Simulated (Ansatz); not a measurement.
Relaxed HfC (rock salt):

```
HfC
1.0
    0.00000     4.65154     4.65154
    2.32577     0.00000     2.32577
    2.32577     2.32577     0.00000
C Hf
2 2
Direct
  0.00000   0.00000   0.00000
  0.50000   0.00000   0.00000
  0.25000   0.50000   0.50000
  0.75000   0.50000   0.50000
```

The atoms are displaced by Q × the pattern below (from a DFPT mode at L = (0.5, 0.0, 0.0), largest move 1; Q in Å), at fixed cell. It is one choice among 2 degenerate patterns. (q is in reciprocal vectors of the primitive cell; the cell shown is doubled to hold the pattern.)

```csv
atom,x,y,z
Hf3,-0.285,0.520,-0.805
Hf4,0.285,-0.520,0.805
```

Atoms not listed stay in place.

These are PBE (plane waves to 420 eV, PAW, scalar-relativistic; Ansatz, a quantum-chemistry and plane-wave program) values and carry that method's errors. k mesh 17×17×17 (Γ-centred), Fermi-Dirac smearing 0.05 eV. The energy includes the smearing's −TS. With partly filled bands, energies and forces of such displacements shift with the k mesh and the smearing. HfC is run without spin polarisation. HfC was relaxed with its symmetry unable to fall. Spin-orbit coupling is left out, though Hf is heavy. ΔE is measured from the undisplaced structure.

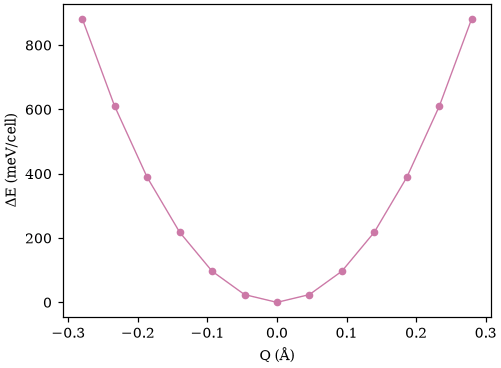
Fig. 1. ΔE (meV/cell) against Q (Å); computed points joined by lines.

Q: What is the energy change at Q = 0.280 Å?

A: About 880 meV/cell.

Q: What harmonic wavenumber does the curvature at Q = 0 give?

A: About 130 cm⁻¹.

(A displaced cell: forces are minus the slopes of the energy, force constants its curvatures, and phonons follow from these.)
